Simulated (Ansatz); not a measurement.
BHBrF3: several calculations on one system

**1. Relaxation**

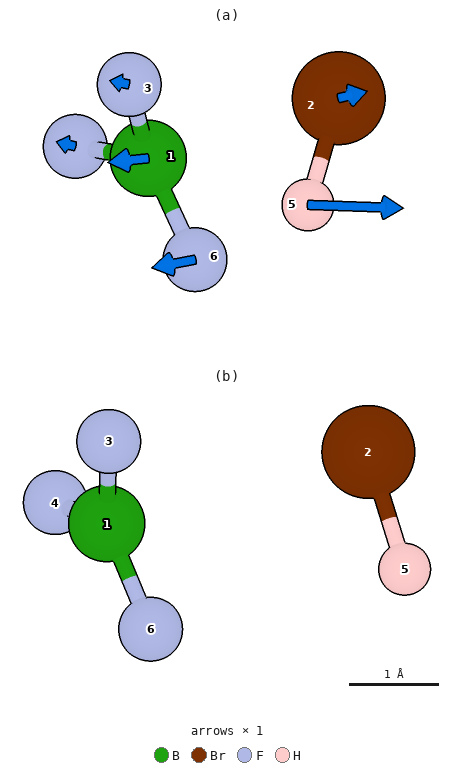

The structure of BHBrF₃ (started from a transition state, displaced along its imaginary mode) before (top) and after (bottom) a relaxation, at one scale. The blue arrows give the displacements, at their true length.

Style: ball-and-stick. Shown at a tilt.

All numbers below come from RKS PBE0-D4/def2-TZVP in Ansatz. Set-up: force threshold 0.005 eV/Å; at most 200 steps.

**What changed between the two?**

Over 18 accepted moves (19 points after the start) the energy falls by 1.114 eV. The largest force component goes from 5 to 0.0022 eV/Å. The line search rejected the trial step at point 10 of the run. The largest move after the best rigid fit is that of H5, 1.13 Å. By element the largest moves are H 1.13 Å, F 0.54 Å, B 0.49 Å, Br 0.37 Å. Among the contacts that change: B1–Br2 2.408 → 3.260 Å, Br2–F6 2.665 → 3.453 Å, Br2–H5 1.349 → 1.422 Å, B1–F3 1.351 → 1.312 Å. Bond angles that change, for instance: F3–B1–F4 116.6° → 120.1°.

**2. Relaxation**

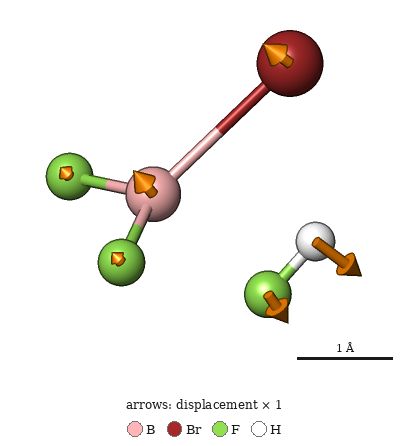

A relaxation of BHBrF3 (started from a transition state, displaced along its imaginary mode). The starting structure is drawn; orange arrows show the displacements, at their true length. The two geometries are superimposed by the best rigid fit.

A ball-and-stick model, seen at a tilt.

Method: RKS PBE0-D4/def2-TZVP (Ansatz 0.2.0).

The input:
```yaml
crystal:
  periodic: [false, false, false]
  atoms:
    - {symbol: B, position_ang: [-0.553293, -0.136814, -0.016781]}
    - {symbol: Br, position_ang: [0.314836, 0.137212, 1.769124]}
    - {symbol: F, position_ang: [-0.766693, -1.382859, -0.411184]}
    - {symbol: F, position_ang: [-1.314086, 0.840211, -0.486191]}
    - {symbol: H, position_ang: [1.295798, 0.316468, -0.077693]}
    - {symbol: F, position_ang: [1.023438, 0.225782, -0.777274]}
basis:
  gaussian: {orbitals: def2-TZVP}
hamiltonian: {xc: pbe0, dispersion: d4}
relax: {f_tol: 0.005, max_steps: 200}
```

Run as
```bash
ansatz run in.yaml --threads 4 --pin off --events-out ev --progress --plain --max-ram 9574MiB
```

Atoms of which element are displaced furthest, and by how much?

Answer. Hydrogen: up to 0.68 Å, against 0.43 Å for fluorine.

What happened in the run?

Answer. Over 12 accepted moves (14 points after the start) the energy falls by 178.6 kJ/mol. The largest force component goes from 19 to 0.00044 eV/Å. The line search rejected the trial steps at points 10, 11 of the run. The atom that moves furthest after the best rigid fit is H5 (0.68 Å). Largest moves by element: H 0.68 Å, F 0.43 Å, Br 0.40 Å, B 0.37 Å. Among the contacts that change: Br2–H5 2.099 → 3.007 Å, B1–F6 1.788 → 2.579 Å, Br2–F6 2.645 → 3.279 Å, H5–F6 0.756 → 0.923 Å. Among the angles between lasting bonds that change: Br2–B1–F3 117.6° → 119.7°.

**3. Reaction**

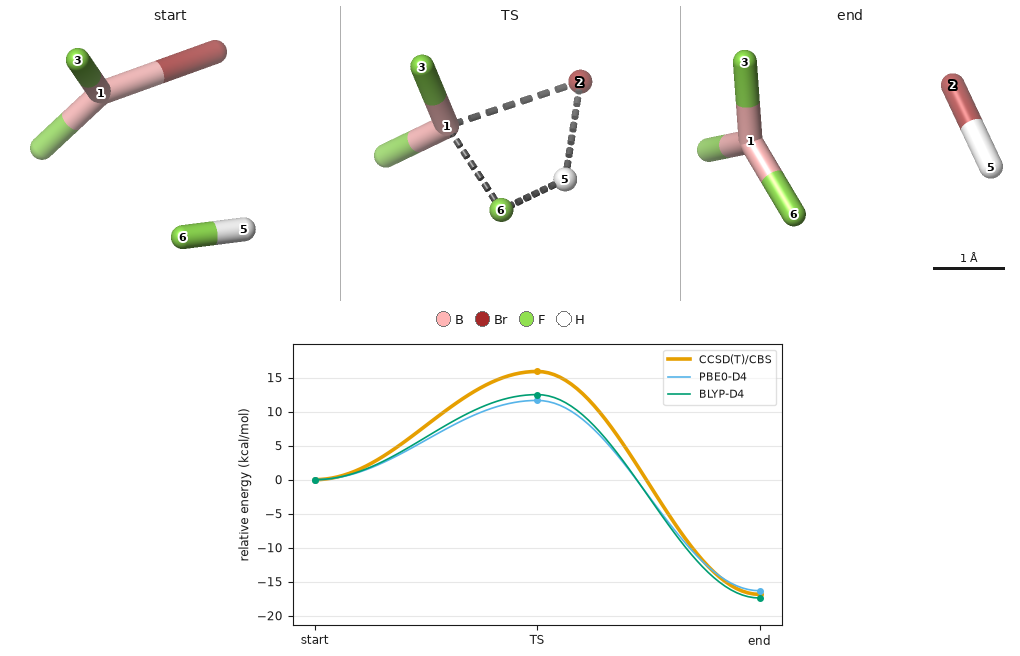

A reaction step of BHBrF3, with its energy diagram. Style: stick. Shown at a tilt. Dashed sticks mark bonds that form or break.

Stationary points at PBE0-D4/def2-TZVP, single-point energies with CCSD(T)/CBS, PBE0-D4, BLYP-D4 (def2-TZVPP where no basis is named; Ansatz 0.2.0). The energies are electronic, without zero-point or thermal terms, and both ends are the minima reached downhill from the saddle, with any fragments still in contact. CCSD(T)/CBS stands for a frozen-core estimate: MP2 correlation extrapolated from def2-TZVPP and def2-QZVPP, CCSD(T) minus MP2 from the smaller set.

**What happens, and what does it cost?**

Counted by bonded pieces, the start holds BBrF₂ + HF and the end holds BF₃ + HBr. From the start over the saddle to the end, bonds form: B–F (2.58 → 1.53 → 1.31 Å), Br–H (3.01 → 1.72 → 1.42 Å). Bonds break: B–Br (1.92 → 2.21 → 3.26 Å), F–H (0.92 → 1.14 → 3.13 Å). The saddle has one imaginary mode, 816i cm⁻¹. With CCSD(T)/CBS the barrier is 15.9 kcal/mol from the start and 32.8 kcal/mol from the end, and the end lies 16.9 kcal/mol below the start.

```
      level  barrier from the start (kcal/mol)  barrier from the end (kcal/mol)  the end less the start (kcal/mol)
CCSD(T)/CBS                               15.9                             32.8                              −16.9
    PBE0-D4                               11.6                             28.0                              −16.3
    BLYP-D4                               12.5                             29.9                              −17.4
```

Against CCSD(T)/CBS, BLYP-D4 comes closest on the barrier from the start (−3.4 kcal/mol) and PBE0-D4 misses most (−4.3 kcal/mol).

Limits of the set-up: the start holds two separate molecules, 2.6 Å apart at their closest, whose relative position is a soft coordinate.

**4. Path**

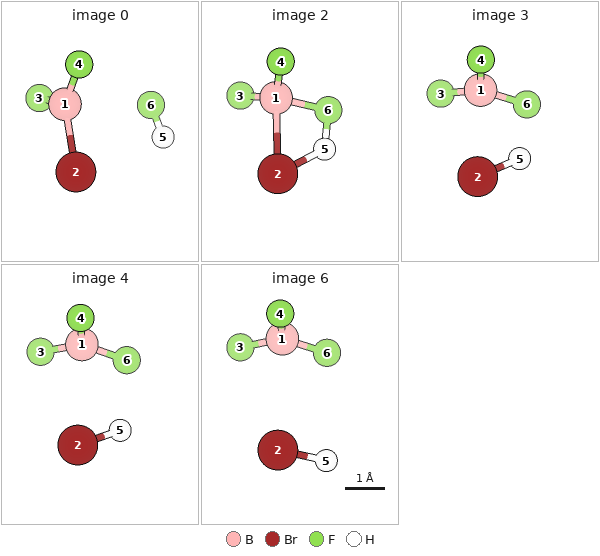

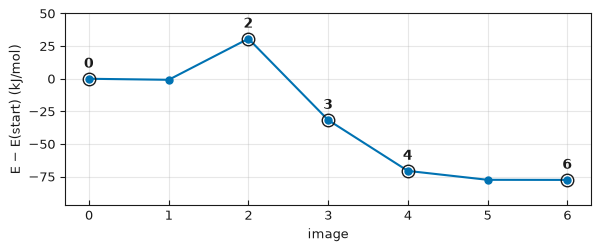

NEB run on BHBrF3, made up at the start of BBrF₂ and HF. Images are numbered from 0 (start) to 6 (end). The picture is a ball-and-stick view, seen at a tilt.

Method: RKS PBE0-D4/def2-SVP (Ansatz).

Input
```yaml
crystal:
  periodic: [false, false, false]
  atoms:
    - {symbol: B, position_ang: [-0.857287, -0.204714, 0.189213]}
    - {symbol: Br, position_ang: [-0.048335, 0.052622, 1.912388]}
    - {symbol: F, position_ang: [-0.910150, -1.403010, -0.328816]}
    - {symbol: F, position_ang: [-1.451808, 0.796709, -0.403034]}
    - {symbol: H, position_ang: [1.915209, 0.460534, -0.328038]}
    - {symbol: F, position_ang: [1.352370, 0.297860, -1.041712]}
basis:
  gaussian: {orbitals: def2-SVP}
hamiltonian: {xc: pbe0, dispersion: d4}
neb:
  images: 5
  climbing: true
  max_iterations: 40
  initial_path: idpp
  final_atoms:
    - {symbol: B, position_ang: [-0.685764, -0.196669, -0.824183]}
    - {symbol: Br, position_ang: [0.787799, 0.263069, 2.047527]}
    - {symbol: F, position_ang: [-1.004777, -1.436854, -0.540345]}
    - {symbol: F, position_ang: [-1.548016, 0.769284, -0.614778]}
    - {symbol: H, position_ang: [1.977781, 0.531450, 1.317341]}
    - {symbol: F, position_ang: [0.472977, 0.069719, -1.385562]}
```

Launched with:
```bash
ansatz run in.yaml --threads 4 --pin off --events-out ev --progress --plain --max-ram 9574MiB
```

Q: What happens along the path, and what is the barrier?

A: Breaking: B1–Br2 (1.92 → 2.19 at the top → 3.26 Å), H5–F6 (0.92 → 1.16 at the top → 3.13 Å). Forming: B1–F6 (2.58 → 1.53 at the top → 1.31 Å), Br2–H5 (3.01 → 1.71 at the top → 1.42 Å). The highest point, image 2, lies 30.7 kJ/mol above the start and 108.2 kJ/mol above the end; the end is at −77.5 kJ/mol relative to the start. The band converged in 16 iterations. The largest component of the band force went from 4.6 to 0.045 eV/Å. The climbing image converged on the top of the path. Its curvatures weren't checked. The largest force component is 0.17 eV/Å at the start and 0.05 eV/Å at the end; an end with forces this large is no minimum, and the barrier measured from it can be far off.

Limits of the set-up: the start holds two separate molecules, 2.6 Å apart at their closest, whose relative position is a soft coordinate.

The run took 2.3 min on 4 threads of Arm Neoverse V1, with other jobs on the host.
